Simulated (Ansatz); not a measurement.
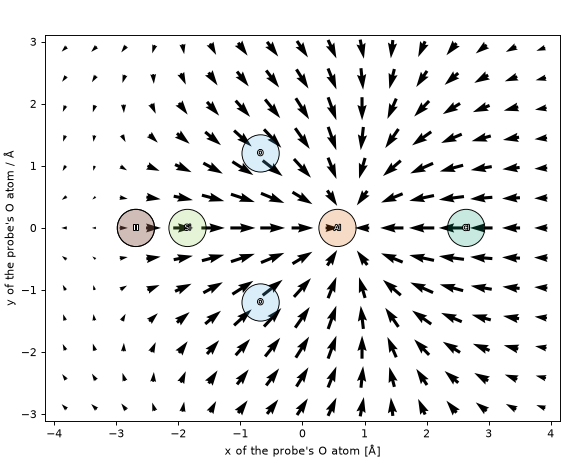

AlClH₂O₂Si (SMILES [Cl][Al]1[O][SiH2][O]1) with the probe H2O. The probe is moved over a plane parallel to the molecule's main plane, 4.32 Å above it. The first coordinate is: x of the probe's O atom; the second: y of the probe's O atom. Nothing is relaxed (molecule and probe rigid, the probe upright with O nearest the plane). Grid: 17 × 13 points; 119 points were computed and 102 follow by symmetry. Computed with RHF/def2-SVPD (Ansatz 0.2.0).

The picture shows arrows along the force (downhill), their lengths compressed, labelled circles for the molecule's atoms, projected on the plane.

Q: The arrows alone are given. Where is the energy lowest?

A: The arrows converge at about x of the probe's O atom = 0.70 Å, y of the probe's O atom = 0.00 Å (read from the interpolated surface).

The energy map of the same scan:

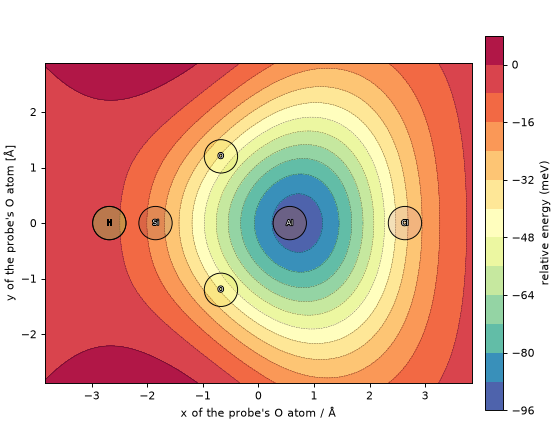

Energies are in meV, from molecule and probe far apart, each relaxed in its own basis (no counterpoise correction); between grid points the surface is interpolated.
